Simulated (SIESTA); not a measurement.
# Convergence study of shifted k-point meshes for Au (P-1, 2 atoms in the cell)

```
CELL_PARAMETERS angstrom
      2.82957     0.00000     0.00000
     -0.01302     2.83428     0.00000
     -1.14359    -1.19134     4.94864
ATOMIC_POSITIONS crystal
  Au 0.33124 0.33829 0.73604
  Au 0.67286 0.66596 0.27406
```

Method: LDA PW92, numerical atomic orbitals DZP, PseudoDojo LDA standard norm-conserving potentials (rewritten from UPF to PSML) (SIESTA).

Base settings: XC.functional = LDA; XC.authors = PW92; potentials = PseudoDojo LDA standard; PAO.BasisSize = DZP; PAO.EnergyShift = 0.01 Ry; MeshCutoff = 350 Ry; kgrid.MonkhorstPack = 6 6 3; OccupationFunction = MP; OccupationMPOrder = 0; ElectronicTemperature = 0.1 eV.

Only quantities that move along the ladder and can be compared are tabulated.

The starting cell comes from a database of computed structures (which also holds hypothetical and non-ambient phases and stackings), without a prior relaxation at this level. Its lattice was rescaled by up to half a per cent. One atom was moved a little off its site on purpose. Values carry the incompleteness of an atom-centred basis. In the base run, with a pressure of about -18 GPa the cell is away from its equilibrium volume at this level. Without a gap this mesh is coarse (it stands for a supercell whose shortest vector is 16 Å).

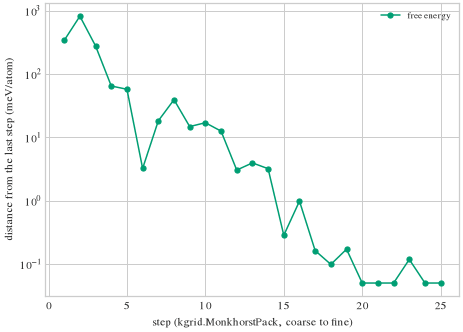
*Distance from the last step along the ladder; very small values are drawn at a floor.*

| kgrid.MonkhorstPack | free energy less the last step's (meV/atom) | pressure (GPa) | largest difference of a force vector from the last step's (eV/Å) |
|---|---|---|---|
| 2 2 1 shifted by 0.5 0.5 0.5 | -339.26 | -28.57 | 0.943 |
| 2 2 2 shifted by 0.5 0.5 0.5 | -817.19 | -31.79 | 0.324 |
| 3 3 2 shifted by 0.5 0.5 0.5 | 277.13 | -14.87 | 0.278 |
| 4 4 2 shifted by 0.5 0.5 0.5 | 64.64 | -16.61 | 0.138 |
| 4 4 3 shifted by 0.5 0.5 0.5 | 57.40 | -16.90 | 0.124 |
| 5 5 3 shifted by 0.5 0.5 0.5 | -3.23 | -17.47 | 0.154 |
| 6 6 3 shifted by 0.5 0.5 0.5 | 18.21 | -17.00 | 0.017 |
| 6 6 4 shifted by 0.5 0.5 0.5 | 39.27 | -16.86 | 0.025 |
| 7 7 4 shifted by 0.5 0.5 0.5 | -14.79 | -17.87 | 0.046 |
| 8 8 4 shifted by 0.5 0.5 0.5 | 16.98 | -17.30 | 0.041 |
| 8 8 5 shifted by 0.5 0.5 0.5 | 12.53 | -17.30 | 0.021 |
| 9 9 5 shifted by 0.5 0.5 0.5 | -3.04 | -17.54 | 0.005 |
| 10 10 6 shifted by 0.5 0.5 0.5 | 3.94 | -17.43 | 0.009 |
| 11 11 7 shifted by 0.5 0.5 0.5 | -3.20 | -17.46 | 0.012 |
| 13 13 7 shifted by 0.5 0.5 0.5 | -0.28 | -17.39 | 0.009 |
| 14 14 8 shifted by 0.5 0.5 0.5 | 0.98 | -17.44 | 0.002 |
| 15 15 9 shifted by 0.5 0.5 0.5 | 0.16 | -17.39 | 0.003 |
| 17 17 10 shifted by 0.5 0.5 0.5 | 0.10 | -17.39 | 0.003 |
| 19 19 11 shifted by 0.5 0.5 0.5 | -0.17 | -17.40 | 0.003 |
| 21 21 12 shifted by 0.5 0.5 0.5 | 0.03 | -17.39 | 0.003 |
| 23 23 13 shifted by 0.5 0.5 0.5 | 0.02 | -17.40 | 0.002 |
| 26 26 15 shifted by 0.5 0.5 0.5 | -0.04 | -17.39 | 0.002 |
| 29 29 16 shifted by 0.5 0.5 0.5 | 0.12 | -17.39 | 0.001 |
| 32 32 18 shifted by 0.5 0.5 0.5 | -0.04 | -17.39 | 0.000 |
| 35 35 20 shifted by 0.5 0.5 0.5 | 0.00 | -17.39 | 0.000 |
| 39 39 22 shifted by 0.5 0.5 0.5 | 0.00 | -17.39 | 0.000 |

Coarsest kgrid.MonkhorstPack that holds the forces within 0.01 eV/Å of the last step, with all finer ones: 13 13 7 shifted by 0.5 0.5 0.5; the step before is off by 0.012 eV/Å.

Coarsest kgrid.MonkhorstPack that holds the pressure within 1 GPa of the last step, with all finer ones: 4 4 2 shifted by 0.5 0.5 0.5; the step before is off by 2.5 GPa.

Coarsest kgrid.MonkhorstPack that holds the free energy within 5 meV/atom of the last step, with all finer ones: 9 9 5 shifted by 0.5 0.5 0.5; the step before is off by 13 meV/atom.
